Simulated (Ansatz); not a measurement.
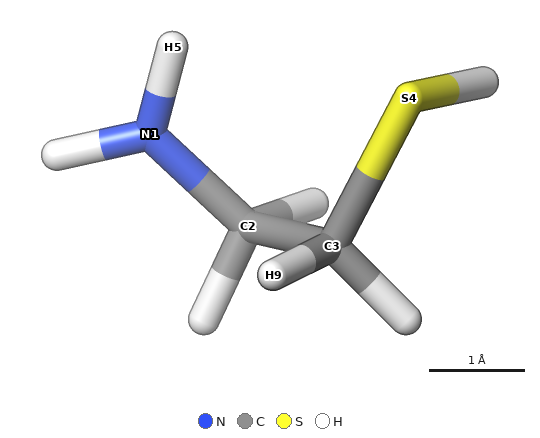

**Figure 1.** The structure as given in the input (stick view, seen at a tilt; atoms are numbered from 1 in the order of the input).

## Run report: C2H7NS, phonon calculation

The run: phonon calculation of C2H7NS, SMILES NCCS. Method and program: RKS revPBE-D4/def2-SVP (Ansatz 0.2.0).

It belongs to a series of runs on one base structure; here: vibrations at the highest image of the band. Figures and captions count atoms from 1; the log counts them from 0 in places.

Input file:
```yaml
crystal:
  periodic: [false, false, false]
  atoms:
    - { symbol: "N", position_ang: [-0.608852, 1.271308, -0.561091] }
    - { symbol: C, position_ang: [-0.342405, 0.406008, 0.545224] }
    - { symbol: C, position_ang: [0.834643, -0.557731, 0.298015] }
    - { symbol: S, position_ang: [0.5848, -1.633162, -1.180355] }
    - { symbol: H, position_ang: [-0.735872, 0.869472, -1.485623] }
    - { symbol: H, position_ang: [-0.649339, 2.277044, -0.45581] }
    - { symbol: H, position_ang: [-0.09625, 1.023652, 1.436883] }
    - { symbol: H, position_ang: [-1.225084, -0.221214, 0.854144] }
    - { symbol: H, position_ang: [1.753293, 0.01697, 0.061327] }
    - { symbol: H, position_ang: [1.035586, -1.195546, 1.183975] }
    - { symbol: H, position_ang: [-0.48522, -2.3136, -0.676088] }
basis:
  gaussian: { orbitals: def2-SVP }
hamiltonian:
  xc: revpbe
  dispersion: d4
phonons: {}
```

Hardware: 2 threads of Arm Neoverse V1, 24 GiB of memory available, shared host.

Command:
```bash
ansatz run input.yaml --threads 2 --pin off --max-ram 3072MiB --backend cpu --events-out ev --progress --plain --runs-dir out
```

Output:
```
Engine: ansatz 0.2.0, aarch64-unknown-linux-gnu
Functional definition: revPBE
  parameter kappa = 1.245
  parameter beta = 0.06672455060314922
  exchange = pbe_x(kappa = kappa, mu = beta*pi^2/3)
  correlation = pbe_c(beta = beta)
1099 factors; their error is unknown
mean field evaluation 1: about -14494.3966 eV, gradient 6.4e1 eV
mean field evaluation 2: about -14426.0375 eV, gradient 1.4e2 eV
mean field evaluation 4: about -14503.7496 eV, gradient 1.0e1 eV
mean field evaluation 8: about -14504.0547 eV, gradient 3.3e-1 eV
mean field evaluation 16: about -14503.9960 eV, gradient 9.9e-4 eV
mean field -14503.99595578 eV, -533.0120202134 hartree, gradient 1.8e-5 eV, S^2 0.000000; 0 other end points of the search recorded, 0 dependent functions left out
the calculation of the forces begins
reference -14503.99599408 eV, -533.0120216210 hartree; 21, 21 occupied and 74, 74 virtual orbitals, 1099 factors
these checks for a lower state are left out or cut short: stability, starts, cluster_reference, orbital_swaps, neighbouring_geometries, increment
1099 factors; their error is unknown
mean field -14503.99579680 eV, -533.0120143711 hartree, gradient 2.6e-6 eV, S^2 0.000000; 0 other end points of the search recorded, 0 dependent functions left out
[... from here on the field's lines of each further geometry are left out, up to the last ...]
the calculation of the forces begins
reference -14503.99593421 eV, -533.0120194207 hartree; 21, 21 occupied and 74, 74 virtual orbitals, 1099 factors
these checks for a lower state are left out or cut short: stability, starts, cluster_reference, orbital_swaps, neighbouring_geometries, increment
1099 factors; their error is unknown
mean field -14503.99598246 eV, -533.0120211938 hartree, gradient 1.6e-6 eV, S^2 0.000000; 0 other end points of the search recorded, 0 dependent functions left out
the calculation of the forces begins
reference -14503.99602077 eV, -533.0120226017 hartree; 21, 21 occupied and 74, 74 virtual orbitals, 1099 factors
WARN: phonons: modes at or below zero, which the zero-point energy, F, S and C_V leave out: 1, the lowest at -634.78 cm⁻¹. A minimum has none, and a first-order saddle one
Total energy: -14504.68539283 eV, -533.0373565575 hartree
Atom 0 at    -0.608852     1.271308    -0.561091 Å, force    -0.012305     0.018710    -0.032975 eV/Å
Atom 1 at    -0.342405     0.406008     0.545224 Å, force    -0.008470    -0.012695     0.005999 eV/Å
Atom 2 at     0.834643    -0.557731     0.298015 Å, force    -0.000250    -0.018297    -0.007678 eV/Å
Atom 3 at     0.584800    -1.633162    -1.180355 Å, force    -0.004346     0.018199     0.018368 eV/Å
Atom 4 at    -0.735872     0.869472    -1.485623 Å, force    -0.001013    -0.002637     0.009246 eV/Å
Atom 5 at    -0.649339     2.277044    -0.455810 Å, force     0.008948    -0.005640     0.010949 eV/Å
Atom 6 at    -0.096250     1.023652     1.436883 Å, force     0.000748     0.000411    -0.001850 eV/Å
Atom 7 at    -1.225084    -0.221214     0.854144 Å, force     0.013824     0.003517    -0.005649 eV/Å
Atom 8 at     1.753293     0.016970     0.061327 Å, force    -0.002471     0.004776     0.002288 eV/Å
Atom 9 at     1.035586    -1.195546     1.183975 Å, force     0.005358    -0.001361     0.003246 eV/Å
Atom 10 at    -0.485220    -2.313600    -0.676088 Å, force    -0.000024    -0.004984    -0.001944 eV/Å
Dipole moment:    -0.104594     0.195504     0.215728 e Å
Vibrations: -634.78 149.15 210.32 264.09 299.44 470.99 629.86 770.59 831.15 893.12 1008.50 1081.80 1134.50 1193.71 1240.21 1289.19 1356.58 1382.01 1425.54 1527.61 2591.98 2812.74 2982.27 2994.34 3058.97 3559.30 3701.58 cm⁻¹, zero-point energy 2.408984 eV
```

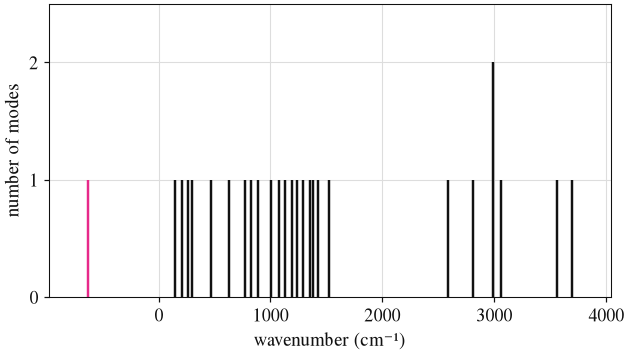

**Figure 2.** Harmonic vibrational wavenumbers from the force constants; neighbouring modes closer than 20 cm⁻¹ are counted in one stick, and imaginary ones are drawn at negative wavenumbers. 27 modes from 635i to 3702 cm⁻¹, 1 imaginary beyond 8i (635i cm⁻¹): a first-order saddle point, if the geometry is stationary.

Key numbers:

```json
{"quantity": "outcome", "value": "converged"}
{"quantity": "total energy", "value": "−14504.6854 eV"}
{"quantity": "mean-field energy", "value": "−14503.9960 eV"}
{"quantity": "largest force (length of the vector)", "value": "0.040 eV/Å"}
{"quantity": "wall time", "value": "64 s (CPU time 2 min)"}
{"quantity": "peak memory", "value": "0.12 GiB"}
```
